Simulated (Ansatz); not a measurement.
**CoRu3: a closer look at a trial structure**

The task, for CoRu3: repeat the electronic structure at other levels of theory.

Computed with Ansatz 0.2.0 (DFT PBE, scalar-relativistic, plane waves, PAW, unless a step names another level, unless a step's input says otherwise).

1 further run of the same task is left out (it didn't finish).

### 1 Starting point

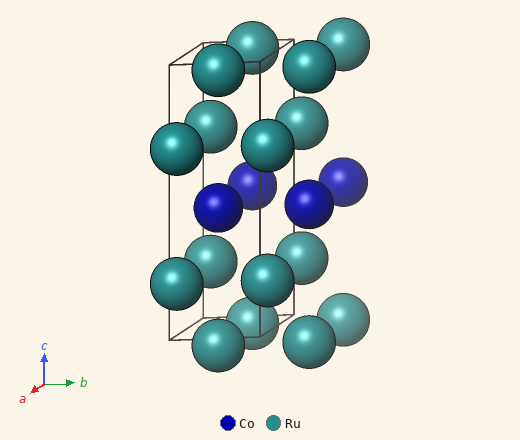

Start, viewed slightly off an axis; cobalt blue, ruthenium teal. 2×2×1 cells are drawn. Atoms on the faces are drawn again on the opposite ones.

Coordinates:

```xyz
4
Lattice="2.6933 0.0000 0.0000 -1.3467 2.3325 0.0000 0.0000 0.0000 8.3680" Properties=species:S:1:pos:R:3 pbc="T T T"
Co    0.0000    1.5550    4.1840
Ru    0.0000    1.5550    0.0000
Ru    1.3467    0.7775    2.1342
Ru    1.3467    0.7775    6.2338
```

The cell was relaxed beforehand at this level, from a generated guess; it needn't be the stable form of this composition. At a tolerance of 0.05 Å it has space group P-6m2 (No. 187); it has 13.14 Å³/atom, an uncorrected energy of +0.08 eV/atom over the elements and, on its mesh, gap none (metal).

### 2 The same geometry with r2SCAN

input.yaml

```yaml
crystal:
  lattice:
    - [2.6933177333, 0.0, 0.0]
    - [-1.3466588666, 2.3324815775, 0.0]
    - [0.0, 0.0, 8.3680166947]
  atoms:
    - { symbol: Co, position: [0.3333333333, 0.6666666667, 0.5], spin: 3.0 }
    - { symbol: Ru, position: [0.3333333333, 0.6666666667, 0.0], spin: 1.0 }
    - { symbol: Ru, position: [0.6666666667, 0.3333333333, 0.2550414535], spin: 1.0 }
    - { symbol: Ru, position: [0.6666666667, 0.3333333333, 0.7449585465], spin: 1.0 }
basis:
  ecutwfc: 500
kpoints:
  mp_grid: { grid: [18, 18, 6] }
  band_path:
    path:
      - [[0.0, 0.0, 0.0], [0.5, 0.0, 0.0], [0.33333333, 0.33333333, 0.0], [0.0, 0.0, 0.0], [0.0, 0.0, 0.5], [0.5, 0.0, 0.5], [0.33333333, 0.33333333, 0.5], [0.0, 0.0, 0.5]]
      - [[0.5, 0.0, 0.5], [0.5, 0.0, 0.0]]
      - [[0.33333333, 0.33333333, 0.5], [0.33333333, 0.33333333, 0.0]]
    npoints: 14
hamiltonian:
  xc: r2scan
scf:
  occupations: { method: gaussian, width: 0.1 }
  n_extra_bands: 10
output:
  forces: true
  stress: true
  eigenvalues: true
  populations: true
  dos: { projected: true, de: 0.02, nscf_kmesh: { grid: [22, 22, 8] } }
  bader: true
  write_density: true
  write_potential: true
  elf: true
  volumetric_format: npy
magnetization:
  spin_polarized: true
```

The run is started by

```console
$ ansatz run input.yaml --threads 4 --pin off --max-ram 8192MiB --backend cpu --events-out ev --progress --plain --runs-dir out
```

What it wrote:

```text
Warning: RAYON_NUM_THREADS=4 ignored (pool sized by the plan → 4); use --threads N
scf.n_extra_bands = 10 over 33 filled bands (N_el = 65.0): the run solves 43 bands
Engine: ansatz 0.2.0, x86_64-unknown-linux-gnu
Pseudopotentials: kind: paw
Pseudopotential: Co, paw, valence charge 17, recommended cutoff 500 eV (meta_gga), Co.paw.azcp
Pseudopotential: Ru, paw, valence charge 16, recommended cutoff 500 eV (meta_gga), Ru.paw.azcp
Functional definition: r2SCAN
  parameter k0 = 0.174
  parameter k1 = 0.065
  parameter a1 = 4.9479
  exchange = r2scan_x(k0 = k0, k1 = k1, a1 = a1)
  correlation = r2scan_c
Crystal: 4 atoms, lattice volume = 52.569 Å³
Basis set: ecut = 500 eV, 1303 PW (Γ), exchange–correlation on 80×80×256 points (64 copies of the dense FFT grid, shifted against one another)
Bands: 43, of which v1, the nominal top of the filled ones, is band 33 counted from 1 (32 counted from 0)
Symmetry: 12 space group operations
Space group: P-6m2 (ITA 187), of the structure as read, at distance tolerance 3.7e-5 Å
Magnetic group: BNS 187.209 (UNI 1439), of the structure as read, at distance tolerance 3.7e-5 Å
k-points: 148 of 1944 (time reversal used)
Non-local potential: Co, projectors of the file, l = 0: 3, l = 1: 2, l = 2: 3, l = 3: 1
Non-local potential: Ru, projectors of the file, l = 0: 3, l = 1: 2, l = 2: 2, l = 3: 1
PAW form: soft (Blöchl's): semilocal exchange-correlation on the pseudo side does not see the compensation charge
PAW frozen core: Co, regenerated for the run's functional (the file was generated under x = pbe(κ = 0.804, μ = 0.2195149727645171), c = pbe(β = 0.06672455060314922))
PAW frozen core: Ru, regenerated for the run's functional (the file was generated under x = pbe(κ = 0.804, μ = 0.2195149727645171), c = pbe(β = 0.06672455060314922))
PAW one-centre angular grid: Co, 590 points (default); XC on 160 Gauss nodes
PAW one-centre angular grid: Ru, 590 points (default); XC on 160 Gauss nodes
Initial density: superposition of atomic densities (chi_scale 0.1, normalization cell)
Starting moments: Σ|m| = 6 μB on 4 of 4 sites
Initial wavefunctions: pseudopotential atomic-orbital guess
Functional: x = r2scan, c = r2scan; τ floored in thin density (d = 2e-4 eV/Å³)
SCF iter   1: F=—  HF=-22804.584014 eV  |F-HF|=—  |Δ(HF+E_count)|=         —  Δρ=7.25e-2 (↑7.25e-2 ↓4.76e-2)  dr2=6.99e0  dr2_τ=8.28e-2  dr2_m=3.69e-1  M=3.786 μB ∫|m|=3.919 μB  β_m=0.81  ethr=3.10e-3  ⟨swp⟩=6.4  Hψ=43599  notcnv=0  defer=2
Mixer restart at iter 1: flushing history
preconditioner: auto → Kerker (q_TF=auto, 2.827 Å⁻¹)  [metal: Δε(μ)=0.002 eV  Ē_g=8.652 eV  σ=0.100 eV  W_gap=0.01  n_scr=24 (ndim 8)  ℏωp=29.4 eV  f_vac=0.000  D(μ)=4.48/eV (n_scr^D=52)]
spin=Collinear: Kerker preconditioning applied to the charge; magnetization (m = ρ↑ − ρ↓) channel mixes plain (no charge-response kernel on spin).
SCF iter   2: F=—  HF=-22802.731979 eV  |F-HF|=—  |Δ(HF+E_count)|=    1.85e0  Δρ=4.10e-2 (↑4.10e-2 ↓3.44e-2)  dr2=3.59e0  dr2_τ=2.43e-2  dr2_m=7.36e-2  M=3.320 μB ∫|m|=3.614 μB  β_m=0.93  ethr=3.10e-3  ⟨swp⟩=2.3  Hψ=20179  notcnv=0  defer=861  κ⁻¹=1.0e0(r=1)
SCF iter   3: F=—  HF=-22802.759838 eV  |F-HF|=—  |Δ(HF+E_count)|=   2.79e-2  Δρ=1.57e-2 (↑1.57e-2 ↓1.50e-2)  dr2=9.19e-1  dr2_τ=5.84e-3  dr2_m=8.88e-3  M=2.698 μB ∫|m|=3.181 μB  β_m=1.00  ethr=3.10e-3  ⟨swp⟩=2.2  Hψ=20355  notcnv=0  defer=862  κ⁻¹=9.9e-2(r=2)
SCF iter   4: F=—  HF=-22803.166726 eV  |F-HF|=—  |Δ(HF+E_count)|=   4.07e-1  Δρ=1.03e-2 (↑7.55e-3 ↓1.03e-2)  dr2=2.42e-1  dr2_τ=2.07e-3  dr2_m=7.42e-3  M=2.296 μB ∫|m|=2.768 μB  β_m=1.00  ethr=1.41e-3  ⟨swp⟩=2.5  Hψ=22627  notcnv=0  defer=932  κ⁻¹=1.3e-2(r=3)
SCF iter   5: F=—  HF=-22803.249747 eV  |F-HF|=—  |Δ(HF+E_count)|=         —  Δρ=1.03e-2 (↑9.65e-3 ↓1.03e-2)  dr2=1.06e-1  dr2_τ=2.86e-3  dr2_m=4.05e-2  M=1.837 μB ∫|m|=2.470 μB  β_m=1.00  ethr=3.72e-4  ⟨swp⟩=2.2  Hψ=16993  notcnv=0  defer=936
Mixer restart at iter 5: flushing history
SCF iter   6: F=—  HF=-22803.239001 eV  |F-HF|=—  |Δ(HF+E_count)|=   1.07e-2  Δρ=4.26e-3 (↑4.26e-3 ↓4.05e-3)  dr2=6.67e-2  dr2_τ=5.41e-4  dr2_m=3.29e-3  M=1.717 μB ∫|m|=2.468 μB  β_m=1.00  ethr=1.63e-4  ⟨swp⟩=1.5  Hψ=13474  notcnv=0  defer=938  κ⁻¹=1.0e0(r=1)
SCF iter   7: F=—  HF=-22803.229932 eV  |F-HF|=—  |Δ(HF+E_count)|=   9.07e-3  Δρ=2.60e-3 (↑2.20e-3 ↓2.60e-3)  dr2=2.22e-2  dr2_τ=1.84e-4  dr2_m=3.13e-4  M=1.661 μB ∫|m|=2.485 μB  β_m=1.00  ethr=1.03e-4  ⟨swp⟩=1.5  Hψ=13656  notcnv=0  defer=939  κ⁻¹=1.1e-1(r=2)
SCF iter   8: F=—  HF=-22803.233029 eV  |F-HF|=—  |Δ(HF+E_count)|=   3.10e-3  Δρ=2.16e-3 (↑1.68e-3 ↓2.16e-3)  dr2=3.02e-3  dr2_τ=1.24e-4  dr2_m=5.64e-4  M=1.708 μB ∫|m|=2.502 μB  β_m=1.00  ethr=3.42e-5  ⟨swp⟩=2.0  Hψ=22970  notcnv=0  defer=944  κ⁻¹=6.3e-3(r=3)
[... 3 lines left out ...]
SCF iter  12: F=—  HF=-22803.235912 eV  |F-HF|=—  |Δ(HF+E_count)|=   1.32e-5  Δρ=1.42e-4 (↑1.22e-4 ↓1.42e-4)  dr2=1.20e-5  dr2_τ=8.31e-7  dr2_m=3.03e-6  M=1.741 μB ∫|m|=2.481 μB  β_m=1.00  ethr=5.38e-8  ⟨swp⟩=2.0  Hψ=22499  notcnv=0  defer=950  κ⁻¹=7.3e-5(r=7)
SCF iter  13: F=—  HF=-22803.235915 eV  |F-HF|=—  |Δ(HF+E_count)|=   3.15e-6  Δρ=8.14e-5 (↑6.86e-5 ↓8.14e-5)  dr2=5.12e-6  dr2_τ=1.58e-7  dr2_m=3.01e-7  M=1.744 μB ∫|m|=2.487 μB  β_m=1.00  ethr=1.85e-8  ⟨swp⟩=2.0  Hψ=22413  notcnv=0  defer=950  κ⁻¹=2.9e-5(r=8)
SCF iter  14: F=—  HF=-22803.235914 eV  |F-HF|=—  |Δ(HF+E_count)|=   1.07e-6  Δρ=5.81e-5 (↑5.68e-5 ↓5.81e-5)  dr2=2.28e-6  dr2_τ=1.05e-7  dr2_m=2.47e-7  M=1.744 μB ∫|m|=2.486 μB  β_m=1.00  ethr=7.88e-9  ⟨swp⟩=2.6  Hψ=21652  notcnv=0  defer=950  κ⁻¹=6.8e-6(r=8)
SCF iter  15: F=—  HF=-22803.235918 eV  |F-HF|=—  |Δ(HF+E_count)|=   4.28e-6  Δρ=4.70e-5 (↑2.18e-5 ↓4.70e-5)  dr2=2.00e-6  dr2_τ=1.22e-8  dr2_m=1.61e-7  M=1.743 μB ∫|m|=2.481 μB  β_m=1.00  ethr=3.50e-9  ⟨swp⟩=2.0  Hψ=22443  notcnv=0  defer=948  κ⁻¹=2.4e-6(r=8)
SCF iter  16: F=—  HF=-22803.235917 eV  |F-HF|=—  |Δ(HF+E_count)|=   1.28e-6  Δρ=1.57e-5 (↑1.31e-5 ↓1.57e-5)  dr2=5.39e-8  dr2_τ=8.08e-9  dr2_m=6.96e-8  M=1.743 μB ∫|m|=2.479 μB  β_m=1.00  ethr=3.07e-9  ⟨swp⟩=2.0  Hψ=19914  notcnv=0  defer=948  κ⁻¹=1.3e-5(r=8)
SCF iter  17: F=—  HF=-22803.235917 eV  |F-HF|=—  |Δ(HF+E_count)|=   2.85e-7  Δρ=1.53e-5 (↑1.01e-5 ↓1.53e-5)  dr2=7.72e-8  dr2_τ=4.71e-9  dr2_m=4.41e-8  M=1.744 μB ∫|m|=2.481 μB  β_m=1.00  ethr=8.29e-11  ⟨swp⟩=2.0  Hψ=22303  notcnv=0  defer=948  κ⁻¹=8.1e-6(r=8)
SCF iter  18: F=—  HF=-22803.235917 eV  |F-HF|=—  |Δ(HF+E_count)|=   2.29e-7  Δρ=6.69e-6 (↑6.69e-6 ↓5.22e-6)  dr2=4.77e-8  dr2_τ=8.13e-10  dr2_m=2.68e-9  M=1.744 μB ∫|m|=2.482 μB  β_m=1.00  ethr=8.29e-11  ⟨swp⟩=2.0  Hψ=22492  notcnv=0  defer=948  κ⁻¹=5.0e-6(r=8)
SCF iter  19: F=—  HF=-22803.235917 eV  |F-HF|=—  |Δ(HF+E_count)|=   1.30e-8  Δρ=4.28e-6 (↑2.82e-6 ↓4.28e-6)  dr2=1.32e-8  dr2_τ=2.29e-10  dr2_m=1.70e-9  M=1.744 μB ∫|m|=2.483 μB  β_m=1.00  ethr=7.34e-11  ⟨swp⟩=2.0  Hψ=17460  notcnv=0  defer=948  κ⁻¹=3.7e-5(r=8)
SCF iter  20: F=—  HF=-22803.235917 eV  |F-HF|=—  |Δ(HF+E_count)|=   2.95e-8  Δρ=3.73e-6 (↑2.13e-6 ↓3.73e-6)  dr2=1.15e-8  dr2_τ=1.15e-10  dr2_m=1.06e-9  M=1.744 μB ∫|m|=2.483 μB  β_m=1.00  ethr=2.04e-11  ⟨swp⟩=2.2  Hψ=19619  notcnv=0  defer=948  κ⁻¹=4.9e-5(r=8)
SCF iter  21: F=-22803.235917 eV  HF=-22803.235917 eV  |F-HF|=5.68e-9  |Δ(HF+E_count)|=   1.62e-8  Δρ=3.92e-6 (↑3.33e-6 ↓3.92e-6)  dr2=1.33e-8  dr2_τ=5.69e-10  dr2_m=4.44e-9  M=1.744 μB ∫|m|=2.483 μB  ethr=1.76e-11  ⟨swp⟩=11.9  Hψ=82611  notcnv=0
SCF 1 converged in 21 iterations: F = -22803.235917 eV  dr2 = 1.33e-8
this state was not tested for a lower state beside it, because the mixer in use, unlike msr1, does not test its closes by its own steps (another_mixer; see scf.mixing.algorithm and scf.lower_state_search)
NSCF: frozen V_eff on 129 k-points
NSCF: frozen V_eff on 260 k-points
SCF converged after 21 iterations
Magnetization: 1.7438 μB (33.3719 up, 31.6281 down)
Absolute magnetization: 2.4839 μB (∫|ρ↑−ρ↓|, with the PAW one-centre terms)
Spin contamination: 0.3264 ħ² per cell (⟨S²⟩ above its minimum at these occupations)
Per-site moments (μB) at R_I (Å): [(1.8506829456763905, 1.0613150754466987), (-0.17870454519798165, 1.089246739964088), (0.10304794745929058, 1.0613150754466987), (0.10304794745929054, 1.0613150754466987)]
Free energy (F): -22803.235917 eV
Harris-Foulkes:  -22803.235917 eV  (|F-HF|=5.68e-9)
Internal energy: -22803.219132 eV  (E = F + TS)
E sigma→0 (E₀):  -22803.227524 eV
Entropy (-TS):   -0.016785 eV (-4.196 meV/atom)
Fermi energy:    21.922760 eV
--- Per-component energies (eV) ---
  E_band       = -491.011243
  E_kinetic    = 1994.243669
  E_local      = -6828.570110  (includes V_loc(G=0)·N_el)
  E_nonlocal   = 1485.196405
  E_hartree    = 2504.138542
  E_xc         = -709.425424
  E_vxc        = -1029.338025  (∫ρ·V_xc dr)
  E_paw        = -11960.101603  (= ΣΔE_a)
  E_vpaw       = -1191.828619  (= ΣTr[D̂ρ^β])
  E_aug_tail   = 0.000322  (compensation charges beyond the density's cutoff)
  E_vtau       = 71.012841  (kinetic-family band-sum trace: ∫τ·v_τ [+ j·A + Jᵃ·Aᵃ] dr)
  E_ewald      = -9287.472861
  E_core_change = -1.228073  (= ΣΔE_core)
  E_smearing   = -0.016785  (= −TS)
  E_closure    = -0.000000  (closes the sum)
  Σ components = -22803.235917   (vs F -22803.235917, Δ=0.00e0)
--- Forces (eV/Å), atoms counted from 1 ---
  atom   1  Co    -0.00000000     0.00000000    -0.00000000
  atom   2  Ru    -0.00000000     0.00000000    -0.00000000
  atom   3  Ru    -0.00000000    -0.00000000    -0.23239336
  atom   4  Ru    -0.00000000    -0.00000000     0.23239336
  max |Σ_I F_I| component: 6.48e-17 eV/Å
--- Stress (GPa, compression-positive) ---
       -4.875394       0.000000       0.000000
        0.000000      -4.875394      -0.000000
        0.000000      -0.000000      -4.622487
  P = ⅓ Tr σ = -4.7911 GPa (-47.911 kbar)
--- Band table (eV; the first three rows and the last of 296) ---
  k-point 0 ↑: bands = ["-78.3831", "-53.3775", "-53.2645", "-53.2031", "-40.2073", "-40.1167", "-40.1167", "-22.9694", "-22.5034", "-22.0989", "-22.0989", "-22.0623", "-22.0134", "-22.0134", "-21.9615", "-21.9615", "13.4374", "15.4022", "15.5484", "15.8703", "18.6060", "18.6060", "18.6954", "18.8170", "18.8170", "19.1364", "19.1399", "19.1399", "19.2859", "19.7427", "19.7427", "19.7635", "19.7635", "21.4752", "21.4752", "22.3893", "22.3893", "23.0686", "23.0686", "23.1546", "31.7092", "36.7470", "37.4380"]
  k-point 1 ↑: bands = ["-78.3831", "-53.3776", "-53.2644", "-53.2031", "-40.2073", "-40.1167", "-40.1167", "-22.9703", "-22.5015", "-22.0989", "-22.0989", "-22.0634", "-22.0134", "-22.0134", "-21.9615", "-21.9615", "13.5184", "15.1253", "15.5391", "15.9890", "18.5985", "18.5985", "18.6866", "18.8124", "18.8124", "19.1551", "19.1551", "19.2016", "19.5061", "19.6356", "19.6356", "19.8968", "19.8968", "21.4151", "21.4151", "22.4097", "22.4097", "22.8578", "23.0800", "23.0800", "32.0645", "36.6461", "37.3964"]
  k-point 2 ↑: bands = ["-78.3831", "-53.3776", "-53.2642", "-53.2033", "-40.2073", "-40.1167", "-40.1167", "-22.9721", "-22.4977", "-22.0989", "-22.0989", "-22.0656", "-22.0133", "-22.0133", "-21.9615", "-21.9615", "13.7546", "14.6297", "15.5615", "16.0644", "18.5910", "18.5910", "18.7438", "18.7835", "18.7835", "19.1361", "19.2304", "19.2304", "19.5105", "19.5105", "20.0518", "20.0518", "20.2269", "21.2901", "21.2901", "22.1098", "22.4456", "22.4456", "23.1024", "23.1024", "32.9394", "36.1284", "37.2392"]
  k-point 147 ↓: bands = ["-75.4883", "-53.3573", "-53.0108", "-53.0107", "-37.3787", "-37.3259", "-37.3243", "-22.9306", "-22.8723", "-22.8053", "-22.4669", "-22.4620", "-22.4114", "-22.2542", "-22.2380", "-22.1314", "16.4820", "17.2009", "17.2871", "17.5080", "17.7637", "17.8061", "18.3289", "18.4341", "18.8907", "19.1274", "19.7104", "20.1015", "20.6436", "21.2962", "22.2261", "22.3281", "23.0030", "23.0990", "23.1470", "23.2098", "27.6937", "28.5712", "29.1387", "29.9086", "30.1171", "30.4550", "34.0774"]
--- Löwdin populations: 4 sites ---
  site symbol       q [e]    m [muB]
     0     Co     16.5501     1.8158
     1     Ru     15.9036    -0.2198
     2     Ru     16.0358     0.1104
     3     Ru     16.0358     0.1104
  spilling = 0.007302 (of n_electrons = 65.000000)
--- Bader charges: 4 sites ---
  site symbol  charge [e]  shift [e]    m [muB]
     0     Co      0.1697     0.0024     1.7922
     1     Ru      0.0209     0.0000    -0.1925
     2     Ru     -0.0953     0.0012     0.0720
     3     Ru     -0.0953     0.0012     0.0720
  estimated error of the sums over rays = 1.9e-4 e
```

Wall time 2 min (4 threads of Intel Xeon at 2.70GHz, shared host); peak memory 1 GiB.

By site:

```csv
atom,moment in the atom's sphere (μB),Löwdin electrons,Bader charge (e),Bader volume (Å³)
Co1,1.85,16.55,+0.17,11.1
Ru2,-0.18,15.90,+0.02,13.4
Ru3,0.10,16.04,-0.10,14.0
Ru4,0.10,16.04,-0.10,14.0
```

The Löwdin counts miss 0.47 of the 65 electrons, which the atomic orbitals do not span, so they are no charges.

From bands.tsv, the levels nearest the Fermi level at the path's corners, in eV from the Fermi level:

```
point  band 31 up  band 32 up  band 30 dn  band 31 dn  band 33 up  band 32 dn  band 34 up  band 35 up
    Γ       -2.18       -2.16       -1.22       -0.95       -2.16       -0.94       -0.45       -0.45
    M       -0.70        0.33        0.29        0.55        1.40        0.96        1.63        1.84
    K       -1.20       -1.17       -0.94       -0.28        0.28        1.06        0.78        0.89
    Γ       -2.18       -2.16       -1.22       -0.95       -2.16       -0.94       -0.45       -0.45
    A       -1.80       -1.80       -1.20       -0.89       -0.86       -0.41       -0.70       -0.70
    L       -0.28        0.26        0.73        0.74        0.99        0.76        1.44        1.65
    H       -1.19       -0.80       -0.63        0.30        0.04        0.41        0.45        0.73
    A       -1.80       -1.80       -1.20       -0.89       -0.86       -0.41       -0.70       -0.70
    L       -0.28        0.26        0.73        0.74        0.99        0.76        1.44        1.65
    M       -0.70        0.33        0.29        0.55        1.40        0.96        1.63        1.84
    H       -1.19       -0.80       -0.63        0.30        0.04        0.41        0.45        0.73
    K       -1.20       -1.17       -0.94       -0.28        0.28        1.06        0.78        0.89
```

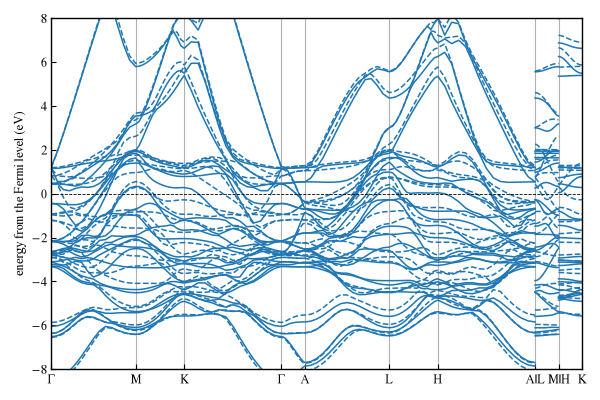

Bands along the path. Spin down is dashed. Deeper bands lie below the window drawn.

Counts of states by energy window (eV from the Fermi level), total and by projection:

| from | to | total | Co 3d | Ru 5s | Ru 4d |
| --- | --- | --- | --- | --- | --- |
| -8 | -7 | 0.29 | 0.00 | 0.17 | 0.01 |
| -7 | -6 | 1.58 | 0.05 | 0.41 | 0.90 |
| -6 | -5 | 4.80 | 0.40 | 0.57 | 3.57 |
| -5 | -4 | 4.75 | 0.93 | 0.27 | 3.38 |
| -4 | -3 | 5.46 | 1.83 | 0.20 | 3.25 |
| -3 | -2 | 6.32 | 1.68 | 0.22 | 4.23 |
| -2 | -1 | 5.25 | 1.33 | 0.20 | 3.52 |
| -1 | 0 | 4.48 | 1.48 | 0.15 | 2.65 |
| 0 | 1 | 4.25 | 1.08 | 0.11 | 2.94 |
| 1 | 2 | 5.03 | 0.94 | 0.17 | 3.80 |
| 2 | 3 | 1.17 | 0.08 | 0.25 | 0.60 |
| 3 | 4 | 1.08 | 0.05 | 0.30 | 0.35 |
| 4 | 5 | 0.94 | 0.03 | 0.28 | 0.19 |
| 5 | 6 | 0.79 | 0.02 | 0.20 | 0.11 |

Below -8 eV lie 32 or so more states.

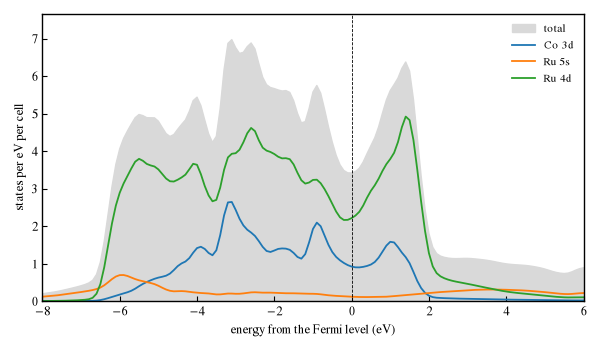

Total and projected density of states, smoothed over about 0.40 eV.

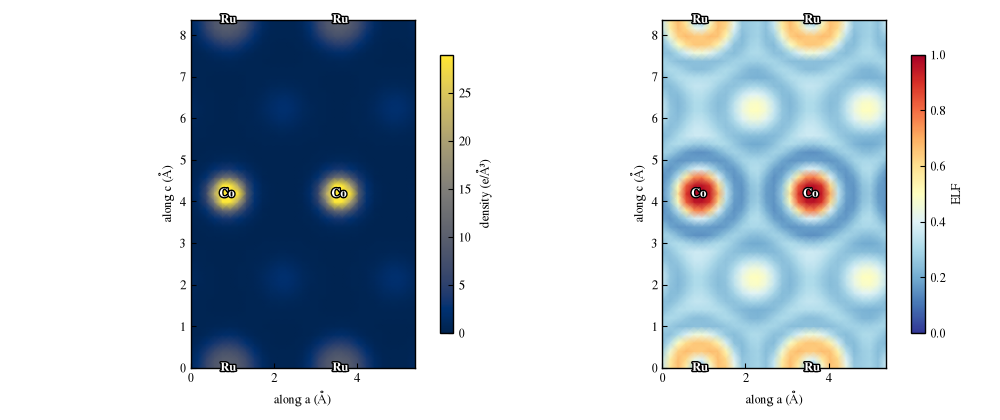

Density (left) and ELF (right) in a lattice plane of the grid's cell (edges 2.69 and 8.37 Å, at 0.667 of the third edge), which holds Co and Ru. Only atoms in the plane are labelled; the density scale stops at 28.97 e/Å³. Both are smooth fields of the valence electrons: close to the nuclei they are not physical.

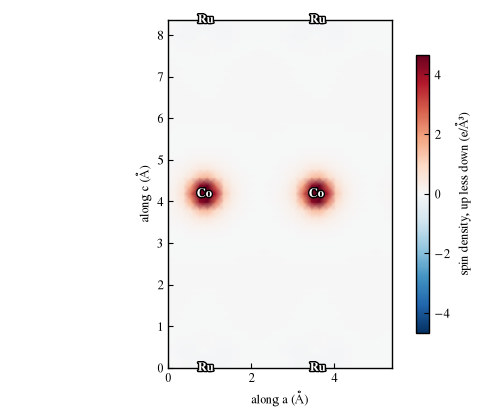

Spin density in a lattice plane of the grid's cell (edges 2.69 and 8.37 Å, at 0.667 of the third edge), which holds Co and Ru.

### 3 The levels side by side

```csv
level,gap (eV),pressure (GPa),largest moment (μB),CPU time,against the first
PBE,0.00,0.0,1.35,2.9 min,× 1
r2SCAN,0.00,-4.8,1.85,7.3 min,× 2.5
```

All at the geometry relaxed with the first.

### 4 Results

| quantity | value |
| --- | --- |
| gap (r2SCAN) | none (metal) |
| states at the Fermi level (r2SCAN) | 3.39 per eV per cell |
| Bader charges (r2SCAN) | Co +0.17, Ru -0.10 to +0.02 e |

In words: All levels find a metal. At this fixed cell r2SCAN gives -4.8 GPa, so it would relax to a smaller volume. r2SCAN cost 2.5 times the CPU time of PBE on a shared host. Other magnetic orders or occupations could lie lower; they were not searched in full. Other magnetic orders were not searched.
